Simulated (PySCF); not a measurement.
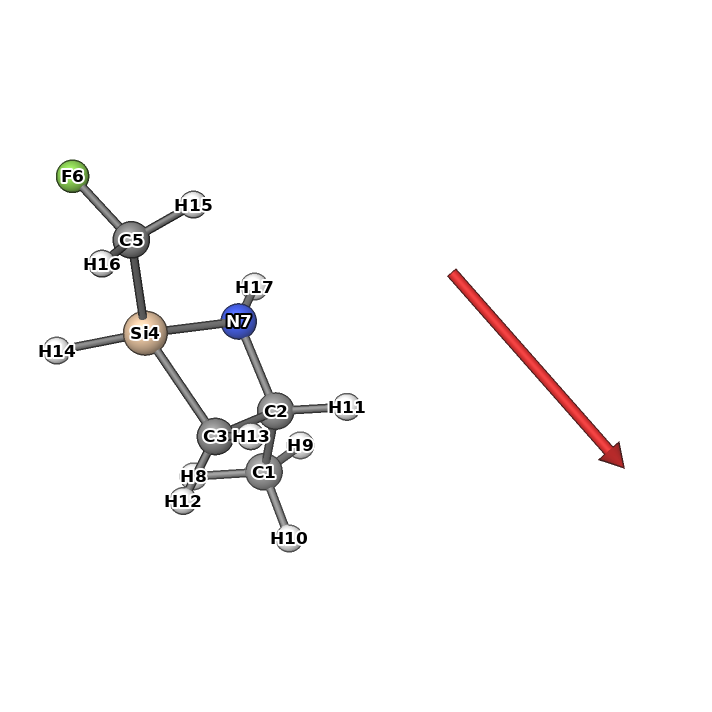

The arrow beside the molecule shows the direction of the dipole moment, from the negative to the positive end (its length means nothing). The computed structure is the end point of a GFN2-xTB optimisation. No frequency run is at hand to confirm it as a minimum. Properties computed with CAM-B3LYP/def2-SVPD, gas phase (PySCF 2.14.0).

### Estimate the dipole moment.

2.02 D; it points from the side of F6 to the side of H10 (the outermost atoms at the two ends).

The geometry is semi-empirical. Around Si such bond lengths and angles can be off by a tenth of an ångström or more and by several degrees, and values that hang on the shape move with them.
